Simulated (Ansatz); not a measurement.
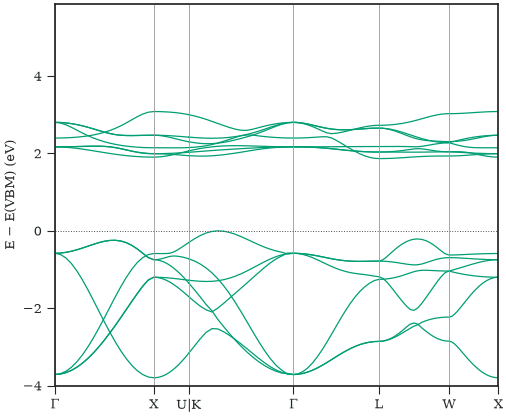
Figure. Band structure from plane-wave PAW PBE (Ansatz code)

Task: Read off the gap and where the band edges lie.

Result: About 1.9 eV (1.87 eV by a search for the band edges); maximum on the K–Γ line, 29 % of the way from K, minimum at L.

Task: Which of these materials gives this?
(A) CaO, zinc blende
(B) CeO2, fluorite
(C) HfO2, fluorite
(D) Zn2GeO4, spinel

Result: B, CeO2, fluorite

Space group Fm-3m (fluorite). The cell was relaxed with PBE under the symmetry of its start. No spin polarisation was allowed. The 4f shell is in the valence. No Hubbard U is applied. Spin–orbit coupling is left out wherever it is not named.

Potentials: the earlier of the program's two PAW sets.
